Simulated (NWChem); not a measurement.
**YCuHSF3: a chain of runs**

We compute the energy (singlet YCuHSF3, wB97X-D3/3-21G), then a single-point energy (singlet YF3, wB97X-D3/3-21G), then the energy (singlet CuSH, wB97X-D3/3-21G), then a single-point energy (singlet YF3, wB97X-D3/3-21G), then a single-point energy (singlet CuSH, wB97X-D3/3-21G) of CuF3HSY and its partners. 

Program for the calculation: NWChem 7.3.0.

## 1. The structure to begin with

YCuHSF3 has 7 atoms, charge 0, and is taken as a singlet. The two molecules were placed rigidly side by side, at 1 times their contact distance; the pair isn't optimised.

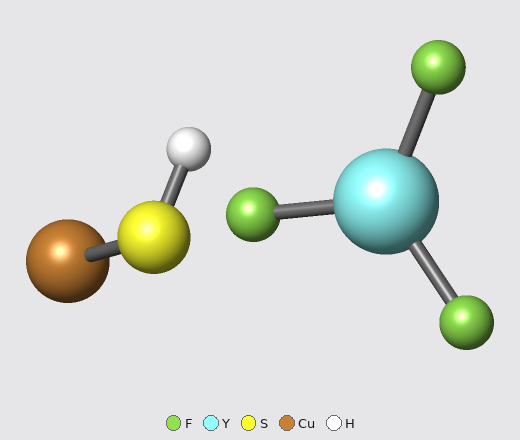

The structure, seen from a chosen angle (fluorine green, yttrium teal, sulfur yellow, copper orange, hydrogen white).

## 2. A single-point energy at wB97X-D3/3-21G (run 1)

cuf3hsy.nw

```
start cuf3hsy
memory stack 880 mb heap 220 mb global 1100 mb

geometry units atomic noautosym nocenter noautoz
  F     -0.16455735     0.84070136     3.67491260
  Y     -0.00051023    -0.00022677     0.00032125
  F      1.51881068    -3.26605146    -1.12234614
  F     -1.35376200     2.42559576    -2.55288771
  S      4.28553980     5.15659016    -2.69112118
  Cu     1.16066979     6.78647895    -4.58519367
  H      3.92282577     2.86367207    -3.73099967
end

basis spherical bse
  * library 3-21G
end

dft
  xc wb97x-d3
  grid fine
  convergence energy 1e-08
  iterations 100
  mulliken
  noprint "final vectors analysis"
end

task dft
```

Started as:

```sh
$ nwchem cuf3hsy.nw > cuf3hsy.out
```

Log:

```text
[...]
          Wavefunction type:  closed shell.
          No. of atoms     :     7
          No. of electrons :   112
[...]
          Charge           :     0
          Spin multiplicity:     1
[...]
          AO basis - number of functions:   105
[...]
              XC Information
              --------------
                    wb97x-d3  Method XC Functional
                     Hartree-Fock (Exact) Exchange  1.000
                      wb97x-d3 Exchange Functional  1.000
                   wb97x-d3 Correlation Functional  1.000
[...]
 d= 0,ls=0.0,diis     1  -5644.5327733368 -6.48D+03  6.75D-02  3.63D+00     4.6
[...]
 d= 0,ls=0.0,diis    21  -5644.9737264363 -8.26D-09  2.31D-06  3.27D-09    88.6
         Total DFT energy =    -5644.973726436267
      One electron energy =    -9493.284288691018
           Coulomb energy =     3249.708944489118
    Exchange-Corr. energy =     -232.511043017880
 Nuclear repulsion energy =      831.114742910761
    Dispersion correction =       -0.002082127245
[...]
      Total Density - Mulliken Population Analysis
     ---------------------------------------------
    Atom       Charge   Shell Charges
 -----------   ------   -------------------------------------------------------
    1 F    9     9.43   1.98  0.44  2.48  1.53  3.00
    2 Y   39    37.65   2.00  2.00  6.00  2.00  6.00  2.00  5.95  0.13  0.42 -0.00 -0.02  9.74  0.62  0.81
    3 F    9     9.44   1.98  0.44  2.48  1.53  3.00
    4 F    9     9.44   1.98  0.44  2.48  1.53  3.00
    5 S   16    16.41   2.00  1.96  5.88  1.00  2.52  0.93  2.14
    6 Cu  29    28.66   2.00  2.00  6.00  1.99  5.95  0.83  0.21  0.40  0.04  4.59  4.64
    7 H    1     0.97   0.44  0.53
[...]
```

Wall time 89 s (1 thread of Intel Xeon 6975P-C (Granite Rapids), shared host); peak memory 0.12 GiB.

## 3. YF3: a single-point energy at wB97X-D3/3-21G (run 2)

job.nw

```
start job
title "F3Y energy"
memory stack 880 mb heap 220 mb global 1100 mb

geometry units au noautosym nocenter noautoz
  F   -0.16455735   0.84070136   3.67491260
  Y   -0.00051023  -0.00022677   0.00032125
  F    1.51881068  -3.26605146  -1.12234614
  F   -1.35376200   2.42559576  -2.55288771
end

basis spherical bse
  * library 3-21G
end

dft
  xc wb97x-d3
  grid fine
  convergence energy 1e-08
  iterations 100
  mulliken
  print low
end

task dft energy
```

Started as:

```sh
$ nwchem job.nw > job.out
```

Log:

```text
[...]
 d= 0,ls=0.0,diis     1  -3615.5919177244 -3.93D+03  2.81D-02  2.00D+00     1.3
[...]
 d= 0,ls=0.0,diis     8  -3615.8383470778 -5.44D-09  1.52D-06  5.82D-08     8.7
         Total DFT energy =    -3615.838347077829
      One electron energy =    -5637.432216990381
           Coulomb energy =     1844.516282918236
    Exchange-Corr. energy =     -139.197528403507
 Nuclear repulsion energy =      316.275396317122
    Dispersion correction =       -0.000280919298
[...]
      Total Density - Mulliken Population Analysis
     ---------------------------------------------
    Atom       Charge   Shell Charges
 -----------   ------   -------------------------------------------------------
    1 F    9     9.45   1.98  0.44  2.48  1.53  3.01
    2 Y   39    37.66   2.00  2.00  6.00  2.00  6.00  2.00  5.95  0.11  0.40  0.00 -0.01  9.74  0.63  0.84
    3 F    9     9.45   1.98  0.44  2.48  1.53  3.01
    4 F    9     9.45   1.98  0.44  2.48  1.53  3.01
[...]
```

It took 9.6 s on 1 thread of Intel Xeon 6975P-C (Granite Rapids), shared host; peak memory 0.12 GiB.

## 4. CuSH: a single-point energy at wB97X-D3/3-21G (run 3)

cuhs.nw

```
start cuhs
title "CuHS"
memory 2200 mb
charge 0

geometry noautosym nocenter noautoz
  S     2.267810    2.728750   -1.424080
  Cu    0.614200    3.591250   -2.426380
  H     2.075870    1.515390   -1.974360
end

basis spherical bse
  S library 3-21G
  Cu library 3-21G
  H library 3-21G
end

dft
  xc wb97x-d3
  grid fine
  convergence energy 1e-08
  iterations 100
  mulliken
  noprint "final vectors analysis"
end

task dft energy
```

Started as:

```sh
$ nwchem cuhs.nw > cuhs.out
```

Log:

```text
[...]
          Wavefunction type:  closed shell.
          No. of atoms     :     3
          No. of electrons :    46
[...]
          Charge           :     0
          Spin multiplicity:     1
[...]
          AO basis - number of functions:    42
[...]
              XC Information
              --------------
                    wb97x-d3  Method XC Functional
                     Hartree-Fock (Exact) Exchange  1.000
                      wb97x-d3 Exchange Functional  1.000
                   wb97x-d3 Correlation Functional  1.000
[...]
 d= 0,ls=0.0,diis     1  -2028.9052566855 -2.16D+03  2.06D-01  1.67D+00     0.6
[...]
 d= 0,ls=0.0,diis    17  -2029.1059615477 -4.15D-09  7.51D-06  1.24D-09     8.6
         Total DFT energy =    -2029.105961547730
      One electron energy =    -3082.883148719900
           Coulomb energy =     1018.878465387601
    Exchange-Corr. energy =      -93.310000570787
 Nuclear repulsion energy =      128.208945209720
    Dispersion correction =       -0.000222854364
[...]
      Total Density - Mulliken Population Analysis
     ---------------------------------------------
    Atom       Charge   Shell Charges
 -----------   ------   -------------------------------------------------------
    1 S   16    16.38   2.00  1.96  5.88  1.01  2.52  0.91  2.12
    2 Cu  29    28.68   2.00  2.00  6.00  1.99  5.95  0.89  0.20  0.38  0.05  4.58  4.62
    3 H    1     0.94   0.44  0.50
[...]
```

It took 9.3 s on 1 thread of Intel Xeon 6975P-C (Granite Rapids), shared host; peak memory 0.11 GiB.

## 5. YF3 among ghost functions: the energy at wB97X-D3/3-21G (with ghost functions) (run 4)

f3y.nw

```
start f3y
title "F3Y energy"
memory total 2200 mb
charge 0
geometry noautosym nocenter noautoz
   F    -0.087080    0.444880    1.944680
   Y    -0.000270   -0.000120    0.000170
   F     0.803720   -1.728320   -0.593920
   F    -0.716380    1.283570   -1.350930
   bqS      2.267810     2.728750    -1.424080
   bqCu     0.614200     3.591250    -2.426380
   bqH      2.075870     1.515390    -1.974360
end
basis spherical bse
   F library 3-21G
   Y library 3-21G
   bqS library S 3-21G
   bqCu library Cu 3-21G
   bqH library H 3-21G
end
dft
   xc wb97x-d3
   grid fine
   convergence energy 1e-08
   maxiter 100
   mulliken
   noprint "final vectors analysis"
end
task dft energy
```

Started as:

```sh
$ nwchem f3y.nw > f3y.out
```

Log:

```text
[...]
          Wavefunction type:  closed shell.
          No. of atoms     :     7
          No. of electrons :    66
[...]
          Charge           :     0
          Spin multiplicity:     1
[...]
          AO basis - number of functions:   105
[...]
              XC Information
              --------------
                    wb97x-d3  Method XC Functional
                     Hartree-Fock (Exact) Exchange  1.000
                      wb97x-d3 Exchange Functional  1.000
                   wb97x-d3 Correlation Functional  1.000
[...]
 d= 0,ls=0.0,diis     1  -3615.6056617514 -3.93D+03  1.76D-02  1.98D+00     4.0
[...]
 d= 0,ls=0.0,diis     9  -3615.8528353458 -8.95D-09  1.07D-06  2.24D-08    37.7
         Total DFT energy =    -3615.852835345833
      One electron energy =    -5636.913710306914
           Coulomb energy =     1843.951556369715
    Exchange-Corr. energy =     -139.165819567712
 Nuclear repulsion energy =      316.275419078438
    Dispersion correction =       -0.000280919359
[...]
      Total Density - Mulliken Population Analysis
     ---------------------------------------------
    Atom       Charge   Shell Charges
 -----------   ------   -------------------------------------------------------
    1 F    9     9.44   1.98  0.44  2.48  1.53  3.00
    2 Y   39    37.64   2.00  2.00  6.00  2.00  6.00  2.00  5.95  0.11  0.40  0.00 -0.01  9.74  0.63  0.82
    3 F    9     9.44   1.98  0.44  2.48  1.53  3.00
    4 F    9     9.41   1.98  0.44  2.48  1.53  2.98
    5 X    0    -0.00   0.00  0.00 -0.00  0.00 -0.00 -0.00  0.00
    6 X    0     0.08  -0.00 -0.00  0.00 -0.00 -0.00 -0.00  0.01  0.03  0.03 -0.00  0.00
    7 X    0    -0.00  -0.00  0.00
[...]
```

It took 38 s on 1 thread of Intel Xeon 6975P-C (Granite Rapids), shared host; peak memory 0.12 GiB.

## 6. CuSH among ghost functions: a single-point energy at wB97X-D3/3-21G (with ghost functions) (run 5)

job.nw

```
start job
title "CuHS"
memory total 2200 mb

geometry noautosym nocenter noautoz
  S        2.267810       2.728750      -1.424080
  Cu       0.614200       3.591250      -2.426380
  H        2.075870       1.515390      -1.974360
  bqF     -0.087080     0.444880     1.944680
  bqY     -0.000270    -0.000120     0.000170
  bqF      0.803720    -1.728320    -0.593920
  bqF     -0.716380     1.283570    -1.350930
end

basis spherical bse
  S library 3-21G
  Cu library 3-21G
  H library 3-21G
  bqF library F 3-21G
  bqY library Y 3-21G
end

dft
  xc wb97x-d3
  grid fine
  convergence energy 1e-08
  maxiter 100
  mulliken
  print low
end

task dft energy
```

Started as:

```sh
$ nwchem job.nw > job.out
```

Log:

```text
[...]
 d= 0,ls=0.0,diis     1  -2028.9108338748 -2.16D+03  8.78D-02  1.66D+00     3.6
[...]
 d= 0,ls=0.5,diis    55  -2029.1101785842 -9.06D-09  2.68D-06  4.38D-09   198.9
         Total DFT energy =    -2029.110178588856
      One electron energy =    -3082.864314373450
           Coulomb energy =     1018.851875186847
    Exchange-Corr. energy =      -93.306461757610
 Nuclear repulsion energy =      128.208945209720
    Dispersion correction =       -0.000222854364
[...]
      Total Density - Mulliken Population Analysis
     ---------------------------------------------
    Atom       Charge   Shell Charges
 -----------   ------   -------------------------------------------------------
    1 S   16    16.38   2.00  1.96  5.88  1.01  2.52  0.91  2.11
    2 Cu  29    28.69   2.00  2.00  6.00  1.99  5.95  0.88  0.21  0.42  0.02  4.59  4.63
    3 H    1     0.94   0.44  0.50
    4 X    0    -0.00   0.00  0.00  0.00 -0.00 -0.00
    5 X    0     0.00   0.00  0.00 -0.00  0.00 -0.00  0.00 -0.00  0.01  0.01 -0.01 -0.01 -0.00 -0.00  0.00
    6 X    0    -0.00   0.00  0.00  0.00 -0.00 -0.00
    7 X    0    -0.00   0.00  0.00  0.00 -0.00 -0.00
[...]
```

Run time: 3.4 min. Hardware: 1 thread of Intel Xeon 6975P-C (Granite Rapids), shared host; peak memory 0.12 GiB.

## 7. Outcome

| quantity | value |
| --- | --- |
| run 1, wB97X-D3/3-21G: total energy | -5644.97373 Eh |
| run 1, wB97X-D3/3-21G: dipole moment | 5.67 D |
| run 1, wB97X-D3/3-21G: dispersion energy | -5.47 kJ/mol |
| YF3: total energy | -3615.83835 Eh |
| YF3: dispersion energy | -0.74 kJ/mol |
| CuSH: total energy | -2029.10596 Eh |
| CuSH: dipole moment | 4.92 D |
| CuSH: dispersion energy | -0.59 kJ/mol |
| YF3 among ghost functions: total energy | -3615.85284 Eh |
| YF3 among ghost functions: dipole moment | 0.39 D |
| YF3 among ghost functions: dispersion energy | -0.74 kJ/mol |
| CuSH among ghost functions: total energy | -2029.11018 Eh |
| CuSH among ghost functions: dispersion energy | -0.59 kJ/mol |
| interaction energy of the rigid parts YF3 and CuSH (parts in their own basis; closest atoms 2.87 Å apart) | -0.800 eV |
| interaction energy of the rigid parts YF3 and CuSH (parts in the whole basis, counterpoise; closest atoms 2.87 Å apart) | -0.292 eV |

In words: The interaction energy of the rigid parts YF3 and CuSH (parts in their own basis; closest atoms 2.87 Å apart) is −0.80 eV (−18.5 kcal/mol): the parts attract. Without counterpoise this holds the superposition error of the basis. The interaction energy of the rigid parts YF3 and CuSH (parts in the whole basis, counterpoise; closest atoms 2.87 Å apart) is −0.29 eV (−6.7 kcal/mol): the parts attract. The basis-set superposition error is 49.1 kJ/mol. Mulliken charges (run 1, wB97X-D3/3-21G) run from -0.44 on F3 to +1.35 on Y2. Relativity is left out (run 1, wB97X-D3/3-21G) although the molecule holds a heavy atom. Relativity is left out (YF3) although the molecule holds a heavy atom.
